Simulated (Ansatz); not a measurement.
ClF2H3W···H2

```yaml
atoms:
  - { symbol: W, position_ang: [0.0712, -0.5659, -0.1283] }
  - { symbol: H, position_ang: [0.5845, 0.5172, 2.5302] }
  - { symbol: H, position_ang: [1.4913, 0.3606, -0.2016] }
  - { symbol: F, position_ang: [-0.5022, 1.2289, -0.0478] }
  - { symbol: H, position_ang: [-1.4320, -0.5296, 0.6931] }
  - { symbol: Cl, position_ang: [-0.6760, -2.0878, -1.6310] }
  - { symbol: H, position_ang: [0.6437, 0.0869, -1.5683] }
  - { symbol: F, position_ang: [1.0959, -1.6907, 0.9226] }
  - { symbol: H, position_ang: [0.8744, -0.1145, 2.3379] }
```

Core potentials replace the inner electrons of W; not at a stationary point (largest force 1.7 eV/Å).

The calculation used RKS PBE0/def2-SVP in Ansatz.

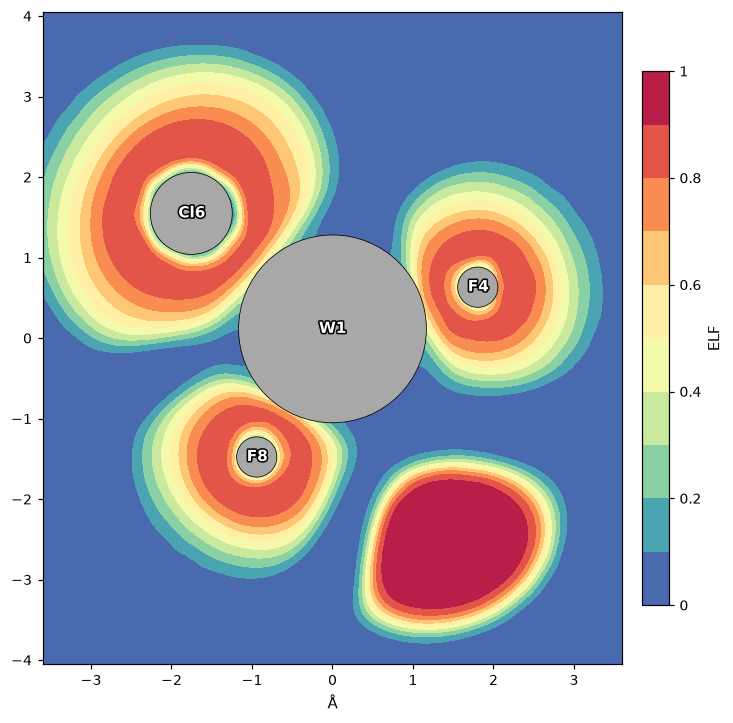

Figure 1. ELF on the plane of atoms Cl6, W1 and F8. Grey discs cover the atomic cores.

Interpret the plot.

Answer.
- Atoms in the plane: W, F and Cl.
- W–F (1.85 Å): the ELF peaks at about 0.80 in the valence shell of F, 0.5 Å from its nucleus, and drops to about 0.20 between the two atoms.
- W–Cl (2.27 Å): the ELF peaks at about 0.85 in the valence shell of Cl, 0.8 Å from its nucleus, and is about 0.40 at the midpoint.

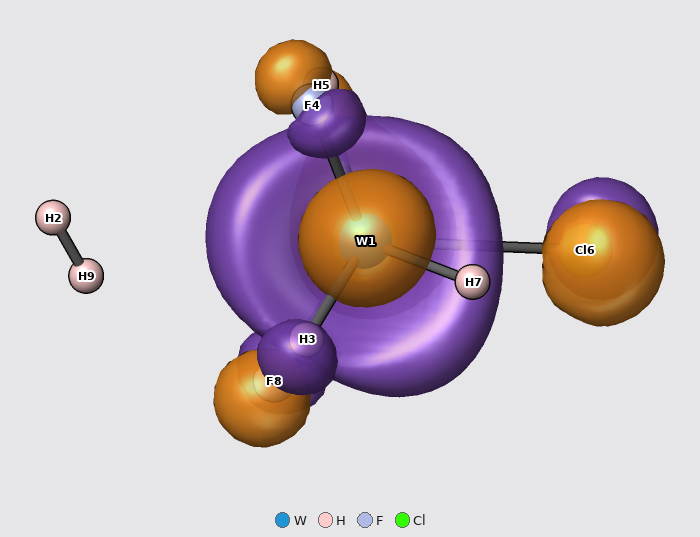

Figure 2. The LUMO at ±0.15 Å⁻³ᐟ² (orange and purple are the two phases), seen from one side.

What is the character of this orbital?

Answer. It lies mainly on W1 (about 65 %), Cl6 (about 10 %) and F8 (about 5 %). Its energy is −3.37 eV.

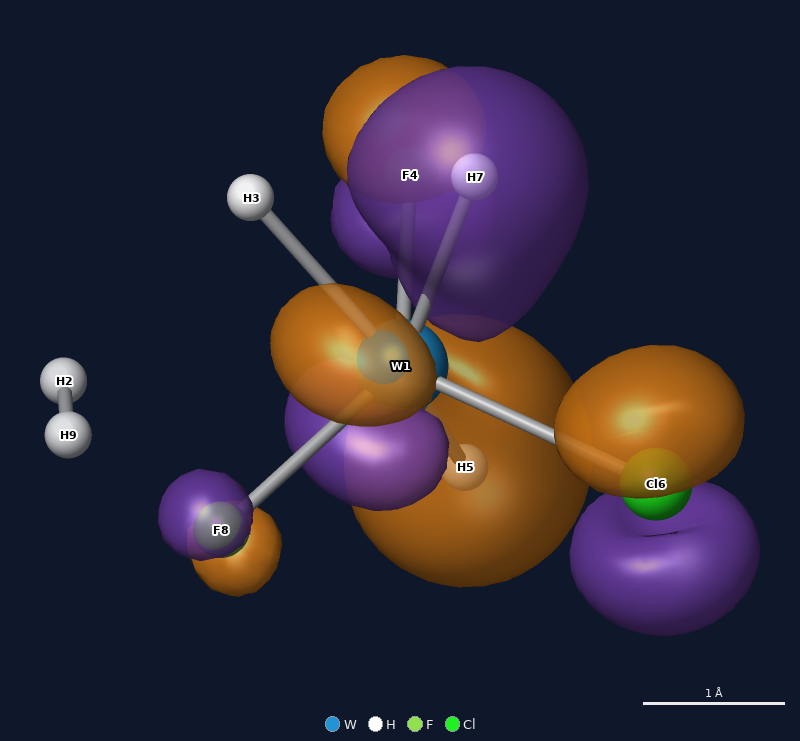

Figure 3. One frontier orbital at ±0.15 Å⁻³ᐟ² (orange and purple are the two phases), seen at a tilt.

Which orbital is it: HOMO or LUMO?

Answer. The HOMO, at −8.49 eV. By Hirshfeld shares it lies mainly on W1 (about 30 %), H5 (about 20 %), F4 (about 15 %), H7 (about 15 %) and Cl6 (about 15 %).
